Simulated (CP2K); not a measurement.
# PM3 run of CH7BSSi (SMILES B[SiH2]SC)

What is the energy difference between two shapes of CH7BSSi at PM3? 

The calculation is run with CP2K 2026.2.

3 further runs of the same task are left out: 2 that didn't finish, 1 set aside as unsound or not needed.

## 1. The molecule

The species is CH7BSSi (11 atoms), meant as a singlet with charge 0. As SMILES, `B[SiH2]SC`. Geometry: a rough force-field guess. This is one conformer, not always the lowest.

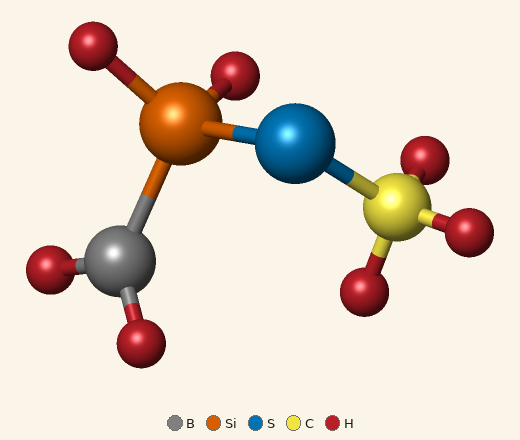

The structure, seen from a chosen angle (boron grey, silicon orange, sulfur blue, carbon yellow, hydrogen red).

## 2. Energy and forces at PM3

job.inp

```
&GLOBAL
   PROJECT_NAME job
   RUN_TYPE ENERGY_FORCE
   PRINT_LEVEL MEDIUM
&END GLOBAL
&FORCE_EVAL
   METHOD QS
   &DFT
      # Quickstep
      &QS
         METHOD PM3
         EPS_DEFAULT 1.0E-10
         &SE
            &COULOMB
               CUTOFF [angstrom] 50
               RC_RANGE [angstrom] 0
            &END COULOMB
            &EXCHANGE
               CUTOFF [angstrom] 50
               RC_RANGE [angstrom] 0
            &END EXCHANGE
         &END SE
      &END QS
      &POISSON
         PERIODIC NONE
         POISSON_SOLVER ANALYTIC
      &END POISSON
      # self-consistent field
      &SCF
         SCF_GUESS ATOMIC
         EPS_SCF 1.0E-07
         MAX_SCF 150
         ADDED_MOS 8
         &DIAGONALIZATION
            ALGORITHM STANDARD
         &END DIAGONALIZATION
         &MIXING
            METHOD DIRECT_P_MIXING
            ALPHA 0.4
         &END MIXING
      &END SCF
      # extra output
      &PRINT
         &MOMENTS
            PERIODIC F
            REFERENCE COM
            MAX_MOMENT 1
         &END MOMENTS
         &MO ON
            ENERGIES T
            OCCUPATION_NUMBERS T
            NDIGITS 6
            &EACH
               QS_SCF 0
            &END EACH
            ADD_LAST NUMERIC
         &END MO
         &HIRSHFELD OFF
         &END HIRSHFELD
      &END PRINT
   &END DFT
   &SUBSYS
      # box in angstrom
      &CELL
         ABC 19.3 20.5 19.6
         PERIODIC NONE
      &END CELL
      &COORD
         B      8.619450    11.854450     9.517100
         Si    10.289350    11.083850     9.130400
         S     10.974150    10.042150    10.859600
         C      9.870750     8.699150    10.733800
         H      8.021750    12.517250     8.651100
         H      8.074250    11.783150    10.567400
         H     11.278250    12.145750     8.779800
         H     10.204050    10.168350     7.997200
         H      9.975050     7.982750    11.602800
         H      9.919850     8.161150     9.792300
         H      8.753650     9.084950    10.847000
      &END COORD
   &END SUBSYS
   # extra output
   &PRINT
      &FORCES ON
      &END FORCES
   &END PRINT
&END FORCE_EVAL
```

Launch:

```console
$ OMP_NUM_THREADS=1 cp2k.psmp -i job.inp -o job.out
```

The program printed:

```text
CP2K| version string:                                       CP2K version 2026.2
[...]
 GLOBAL| Method name                                                        CP2K
[...]
 GLOBAL| Run type                                                   ENERGY_FORCE
[...]
                             - Atoms:                                         11
[...]
                             - Spherical basis functions:                     23
[...]
 Number of electrons:                                                         24
[...]
     1 P_Mix/Diag. 0.40E+00    0.0     0.79998569       -14.8323121292 -1.48E+01
[...]
    26 DIIS/Diag.  0.38E-07    0.0     0.00000005       -19.9088741388  1.42E-14
  *** SCF run converged in    26 steps ***
  Core-core repulsion energy [eV]:                           1214.06967188665681
  Core Hamiltonian energy [eV]:                              -783.81751052212974
  Two-electron integral energy [eV]:                        -1944.00035541624061
  Electronic energy [eV]:                                   -1755.81768823025004
  Total energy [eV]:                                         -541.74801634359335
  Atomic reference energy [eV]:                               542.78505600537551
  Heat of formation [kcal/mol]:                                23.91470461886247
[...]
 SE_DIPOLE| Moment [Debye]          1.53338002       0.39750013       1.30763863
 SE_DIPOLE| Derivative [a.u.]       0.00000000       0.00000000       0.00000000
 ENERGY| Total FORCE_EVAL ( QS ) energy [hartree]            -19.908874138830896
 FORCES| Atomic forces [hartree/bohr]
 FORCES|   Atom     x               y               z               |f|
 FORCES|      1 -1.87610170E-02  1.85772225E-02 -1.87220685E-02   3.23667237E-02
 FORCES|      2 -1.58266591E-03  1.43595768E-02 -5.85738509E-03   1.55888177E-02
 FORCES|      3  2.51982834E-02  4.02175795E-03  1.55637651E-02   2.98891085E-02
 FORCES|      4 -5.73203011E-02 -7.82997980E-03  2.73526641E-02   6.39929194E-02
 FORCES|      5  1.38385198E-02 -1.43784781E-02  1.67829841E-02   2.60751571E-02
 FORCES|      6  2.52677094E-03 -1.61236539E-03 -2.47730609E-03   3.88861659E-03
 FORCES|      7 -1.62054687E-03  4.75680132E-04  5.72096075E-04   1.78318190E-03
 FORCES|      8 -2.48584118E-03 -3.70379975E-03 -6.75316212E-03   8.09337616E-03
 FORCES|      9  2.28103871E-03  1.17197147E-02 -1.79455838E-02   2.15545547E-02
 FORCES|     10  3.57259938E-04 -5.63788020E-03 -2.23172368E-03   6.07403642E-03
 FORCES|     11  3.75684993E-02 -1.59914488E-02 -6.28428017E-03   4.13111456E-02
 FORCES| Sum    -6.31439345E-16 -1.38777878E-17  2.22044605E-16
 FORCES| Total atomic force                                       6.69486405E-16
[...]
```

Wall time 0.86 s (1 thread of Intel Xeon 6975P-C (Granite Rapids), shared host); peak memory 0.19 GiB.

## 3. The distorted shape at the same level

molecule.inp

```
&FORCE_EVAL
 METHOD QS
 &DFT
  CHARGE 0
  MULTIPLICITY 1
  &QS
   METHOD PM3
   EPS_DEFAULT 1.0E-10
   &SE
    &COULOMB
     CUTOFF [angstrom] 50
     RC_RANGE [angstrom] 0
    &END COULOMB
    &EXCHANGE
     CUTOFF [angstrom] 50
     RC_RANGE [angstrom] 0
    &END EXCHANGE
   &END SE
  &END QS
  ! cluster boundary conditions
  &POISSON
   PERIODIC NONE
   POISSON_SOLVER ANALYTIC
  &END POISSON
  ! SCF settings
  &SCF
   SCF_GUESS ATOMIC
   EPS_SCF 1.0E-07
   MAX_SCF 150
   ADDED_MOS 8
   &DIAGONALIZATION
    ALGORITHM STANDARD
   &END DIAGONALIZATION
   &MIXING
    METHOD DIRECT_P_MIXING
    ALPHA 0.4
   &END MIXING
  &END SCF
  ! extra output
  &PRINT
   &MOMENTS
    PERIODIC F
    REFERENCE COM
    MAX_MOMENT 1
   &END MOMENTS
   &MO ON
    ENERGIES T
    OCCUPATION_NUMBERS T
    NDIGITS 6
    &EACH
     QS_SCF 0
    &END EACH
    ADD_LAST NUMERIC
   &END MO
   &HIRSHFELD OFF
   &END HIRSHFELD
  &END PRINT
 &END DFT
 &SUBSYS
  ! vacuum box
  &CELL
   ABC [angstrom] 19.4 20.6 19.7
   PERIODIC NONE
  &END CELL
  &COORD
   B      8.775062    11.983843     9.461194
   Si    10.343191    11.101551     9.142402
   S     11.086439    10.101927    10.967026
   C      9.973682     8.676529    10.825678
   H      8.009411    12.575194     8.759064
   H      8.121276    11.775486    10.573612
   H     11.390589    12.130515     8.852370
   H     10.304124    10.141912     7.999904
   H     10.112965     8.024806    11.700096
   H     10.020195     8.217582     9.739224
   H      8.783484     9.027180    10.842350
  &END COORD
 &END SUBSYS
 ! extra output
 &PRINT
  &FORCES ON
  &END FORCES
 &END PRINT
&END FORCE_EVAL

&GLOBAL
 PROJECT_NAME molecule
 RUN_TYPE ENERGY_FORCE
 PRINT_LEVEL MEDIUM
&END GLOBAL
```

Launch:

```console
$ OMP_NUM_THREADS=1 cp2k.psmp -i molecule.inp -o molecule.out
```

The program printed:

```text
CP2K| version string:                                       CP2K version 2026.2
[...]
 GLOBAL| Method name                                                        CP2K
[...]
 GLOBAL| Run type                                                   ENERGY_FORCE
[...]
                             - Atoms:                                         11
[...]
                             - Spherical basis functions:                     23
[...]
 Number of electrons:                                                         24
[...]
     1 P_Mix/Diag. 0.40E+00    0.0     0.81707232       -14.9095772218 -1.49E+01
[...]
    29 DIIS/Diag.  0.64E-07    0.0     0.00000010       -19.8936068962 -5.68E-14
  *** SCF run converged in    29 steps ***
  Core-core repulsion energy [eV]:                           1193.90229092449954
  Core Hamiltonian energy [eV]:                              -782.55479378380210
  Two-electron integral energy [eV]:                        -1905.36014136876793
  Electronic energy [eV]:                                   -1735.23486446818606
  Total energy [eV]:                                         -541.33257354368641
  Atomic reference energy [eV]:                               542.78505600537551
  Heat of formation [kcal/mol]:                                33.49504393658155
[...]
 SE_DIPOLE| Moment [Debye]          1.72211917       0.20504003       1.45377975
 SE_DIPOLE| Derivative [a.u.]       0.00000000       0.00000000       0.00000000
 ENERGY| Total FORCE_EVAL ( QS ) energy [hartree]            -19.893606896190885
 FORCES| Atomic forces [hartree/bohr]
 FORCES|   Atom     x               y               z               |f|
 FORCES|      1 -4.54285718E-02 -2.21643928E-03  3.36535266E-02   5.65793919E-02
 FORCES|      2  1.44984699E-02  5.96192113E-03 -4.97739824E-03   1.64476328E-02
 FORCES|      3 -4.73504196E-03 -1.33076764E-02  1.83587085E-03   1.42437809E-02
 FORCES|      4 -5.68791151E-02  1.52790597E-02 -3.17746912E-02   6.69202092E-02
 FORCES|      5  1.07166096E-02 -2.74930417E-03  1.01842142E-03   1.11104265E-02
 FORCES|      6  2.36987751E-02  6.97939700E-03 -3.44827373E-02   4.24193717E-02
 FORCES|      7 -2.04111277E-03 -5.43980710E-05 -1.74706507E-03   2.68725452E-03
 FORCES|      8 -2.09901859E-03  8.00720769E-04  6.63588570E-04   2.34251629E-03
 FORCES|      9  5.77331232E-04 -2.42992187E-03 -1.21477627E-02   1.24018535E-02
 FORCES|     10  3.42159865E-03  7.71237065E-03  4.51164963E-02   4.58986518E-02
 FORCES|     11  5.82700756E-02 -1.59757294E-02  2.84175077E-03   6.04871986E-02
 FORCES| Sum    -3.12250226E-16  2.08166817E-16  1.38777878E-16
 FORCES| Total atomic force                                       4.00116141E-16
[...]
```

It took 0.88 s on 1 thread of Intel Xeon 6975P-C (Granite Rapids), shared host; peak memory 0.19 GiB.

## 4. Outcome

At PM3:

```
                                                  quantity          value
                                 first shape: total energy   -19.90887 Eh
                                first shape: dipole moment         2.05 D
                                  first shape: HOMO energy       -8.75 eV
                                  first shape: LUMO energy       -1.46 eV
                                first shape: HOMO–LUMO gap        7.29 eV
    first shape: heat of formation at this unrelaxed shape  23.9 kcal/mol
                     first shape: largest force on an atom     3.291 eV/Å
                             distorted shape: total energy   -19.89361 Eh
                            distorted shape: dipole moment         2.26 D
                              distorted shape: HOMO energy       -8.80 eV
                              distorted shape: LUMO energy       -1.40 eV
                            distorted shape: HOMO–LUMO gap        7.40 eV
distorted shape: heat of formation at this unrelaxed shape  33.5 kcal/mol
                 distorted shape: largest force on an atom     3.441 eV/Å
                    energy change with the atoms displaced       0.415 eV
```

In words: With the atoms displaced the energy rises by 0.42 eV (9.6 kcal/mol). The first shape isn't relaxed at this level, so the change isn't measured from a minimum. The largest force (first shape) is 3.29 eV/Å: the shape isn't a stationary point for this species at this level.
